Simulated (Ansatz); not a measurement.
C4H8ClNOZr (SMILES C#[C][Zr]([OH])([Cl])[N](C)C)

```yaml
atoms:
  - { symbol: C, position_ang: [-2.3312, -2.6910, 0.3081] }
  - { symbol: C, position_ang: [-1.7916, -1.7060, -0.1582] }
  - { symbol: Zr, position_ang: [-0.8788, 0.1053, -1.0178] }
  - { symbol: O, position_ang: [-0.1268, -0.2603, -2.7302] }
  - { symbol: Cl, position_ang: [-2.4493, 1.8900, -0.9722] }
  - { symbol: N, position_ang: [0.6307, 0.5288, 0.2137] }
  - { symbol: C, position_ang: [2.0574, 0.5889, 0.0332] }
  - { symbol: C, position_ang: [0.1933, 0.8518, 1.5546] }
  - { symbol: H, position_ang: [-2.8056, -3.5551, 0.7165] }
  - { symbol: H, position_ang: [-0.0259, -0.3787, -3.6711] }
  - { symbol: H, position_ang: [2.3221, 0.3362, -0.9949] }
  - { symbol: H, position_ang: [2.5705, -0.1158, 0.7011] }
  - { symbol: H, position_ang: [2.4448, 1.5937, 0.2503] }
  - { symbol: H, position_ang: [0.4784, 1.8733, 1.8373] }
  - { symbol: H, position_ang: [-0.8998, 0.7856, 1.6397] }
  - { symbol: H, position_ang: [0.6119, 0.1532, 2.2898] }
```

Geometry: PBE0-D4/def2-TZVP; core potentials replace the inner electrons of Zr.

Method: RKS PBE0-D4/def2-TZVPP (Ansatz 0.2.0).

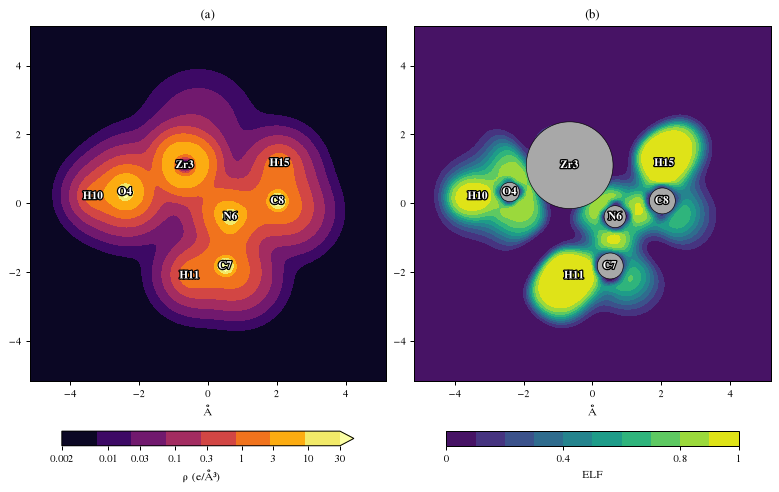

Figure 1. (a) electron density; (b) ELF on the plane of atoms Zr3, N6 and C7. Grey discs cover the atomic cores in the ELF map.

### What does the map show?

Atoms in the plane: Zr, O, N, C and H.
C–N (1.44 Å): ρ is about 2 e/Å³ halfway; the ELF peaks at about 0.95 between the atoms; a shared electron pair.
Zr–O (1.91 Å): ρ is about 0.95 e/Å³ halfway; the ELF peaks at about 0.80 in the valence shell of O, 0.5 Å from its nucleus, and drops to about 0.25 between the two atoms.
Zr–N (1.99 Å): ρ at the midpoint is about 0.93 e/Å³; the ELF peaks at about 0.90 in the valence shell of N, 0.6 Å from its nucleus, and drops to about 0.30 between the two atoms.
O–H (0.95 Å): the density is about 3.9 e/Å³ at the midpoint; the ELF climbs to about 1 towards the hydrogen, as it does in any bond to H (an ordinary covalent bond to hydrogen).

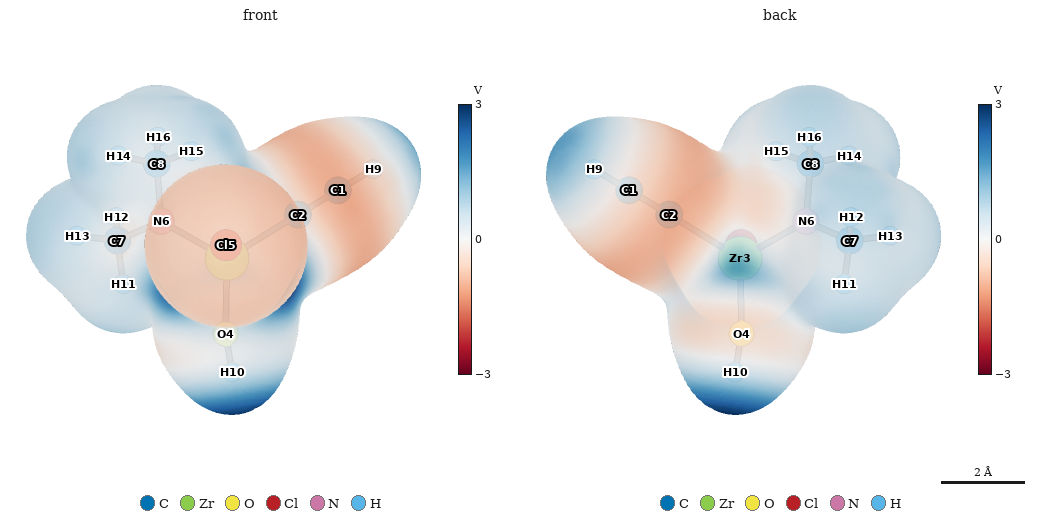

Figure 2. The molecular electrostatic potential painted on the density surface at 0.002 e/bohr³, seen from the front and from behind; the colour scale runs from red (negative) to blue (positive).

### Where is the surface potential most negative and most positive?

The most negative region (about −1.1 V, or −25 kcal/mol for a unit charge) lies over C1 and C2, the most positive (about +2.9 V, or +67 kcal/mol for a unit charge) over Zr3 and H10.

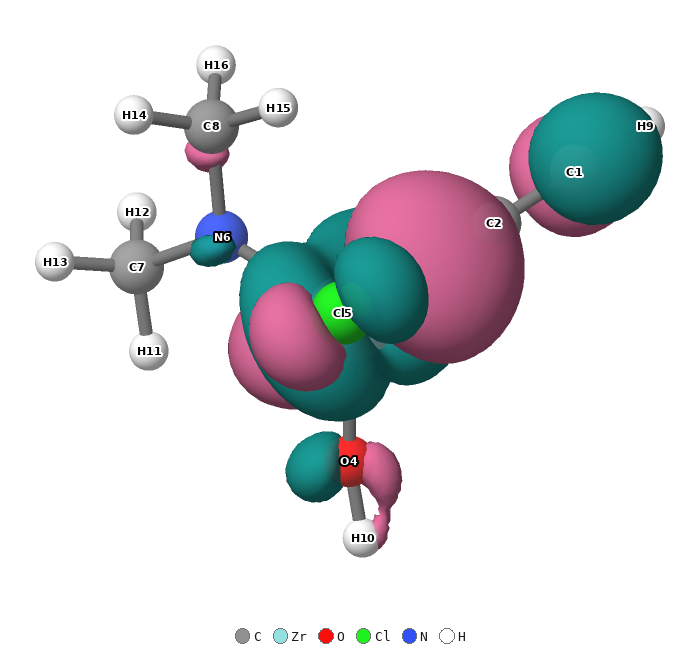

Figure 3. The LUMO at ±0.1 Å⁻³ᐟ² (teal and pink are the two phases), seen across its widest extent.

### Describe this orbital and give its energy.

It lies mainly on Zr3 (about 60 %), C1 (about 10 %), C2 (about 10 %) and Cl5 (about 10 %). Its energy is −1.42 eV.

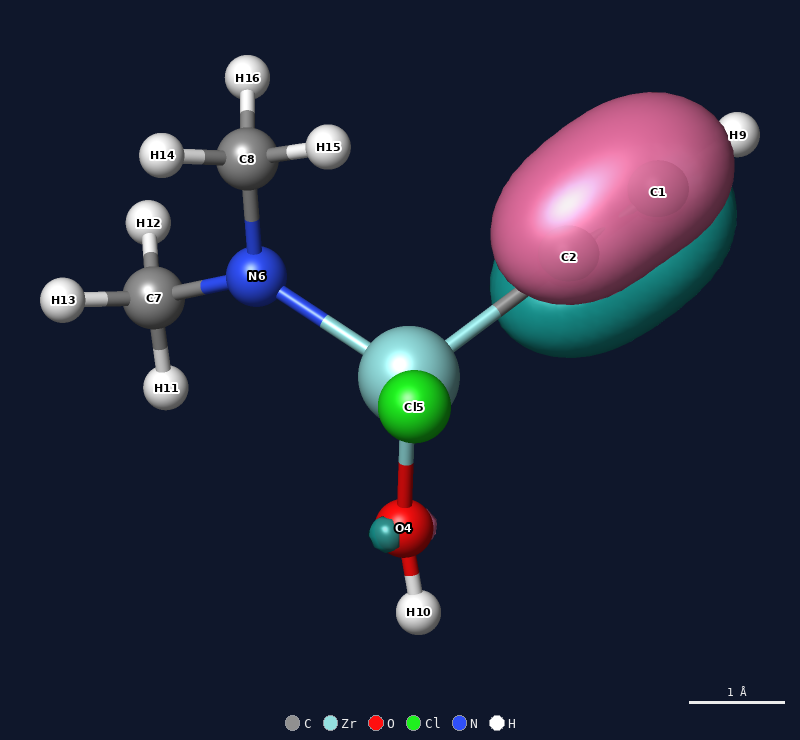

Figure 4. The HOMO−1 at ±0.15 Å⁻³ᐟ² (teal and pink are the two phases), seen at a tilt.

### Where does this orbital lie, and at what energy?

By Hirshfeld shares it lies mainly on C1 (about 45 %) and C2 (about 45 %); π-bonding across C1–C2. Its energy is −7.84 eV.
